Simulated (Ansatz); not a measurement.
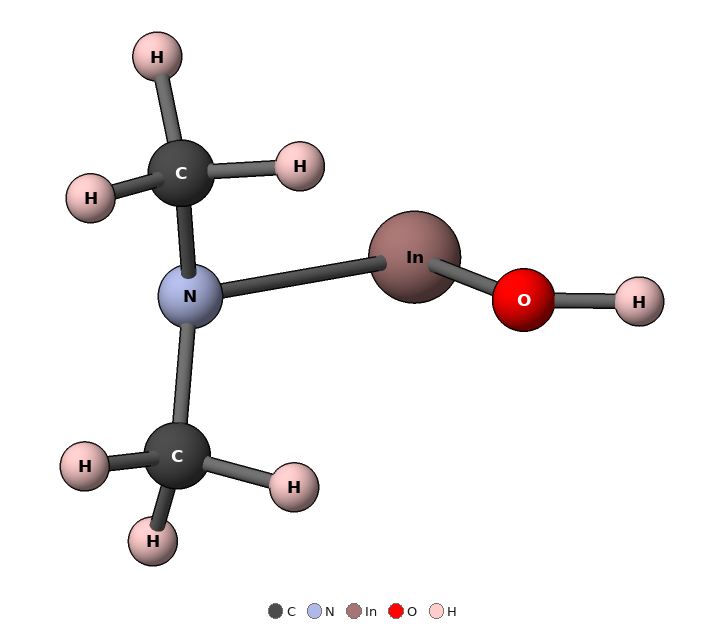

State: neutral, doublet. Harmonic vibrations computed with UKS PBE0-D4/def2-TZVP, core potentials on In (Ansatz 0.2.0) at a stationary point of the same level.

> Minimum or transition state?

A minimum: no imaginary frequency, and the lowest mode lies at 38 cm⁻¹.

> List the wavenumbers.

30 modes: 38, 103, 124, 140, 147, 166, 239, 304, 453, 481, 608, 930, 969, 1021, 1076, 1221, 1233, 1375, 1393, 1451, 1470, 1471, 1498, 2982, 2988, 3050, 3054, 3112, 3113, 3888 cm⁻¹.
